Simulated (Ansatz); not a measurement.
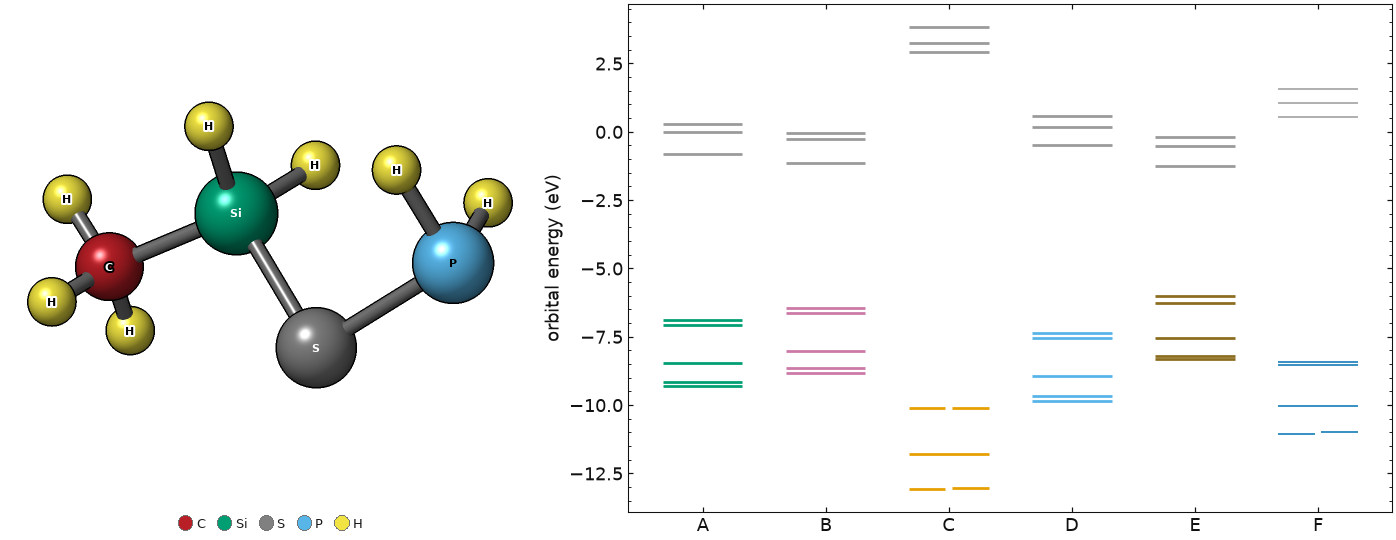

Frontier orbital energies of CH₇PSSi, SMILES C[SiH2]SP at one geometry, def2-TZVPP, the Ansatz code, at a PBE0-D4/def2-TZVP geometry (a minimum by its frequencies). Empty levels are grey, levels within 0.1 eV stand side by side; all columns show the same few orbitals around the gap.

**The columns come from BHLYP, BLYP, HF, PBE0, r2SCAN and r2SCANh. Which is which?**

A: r2SCANh (HOMO −6.88, LUMO −0.82, separation 6.07 eV)
B: r2SCAN (HOMO −6.45, LUMO −1.14, separation 5.30 eV)
C: HF (HOMO −10.12, LUMO 2.91, separation 13.03 eV)
D: PBE0 (HOMO −7.36, LUMO −0.48, separation 6.88 eV)
E: BLYP (HOMO −5.99, LUMO −1.25, separation 4.75 eV)
F: BHLYP (HOMO −8.41, LUMO 0.52, separation 8.93 eV)

Limits of at least one run: empty levels above zero depend strongly on the basis; one conformer of a flexible molecule.
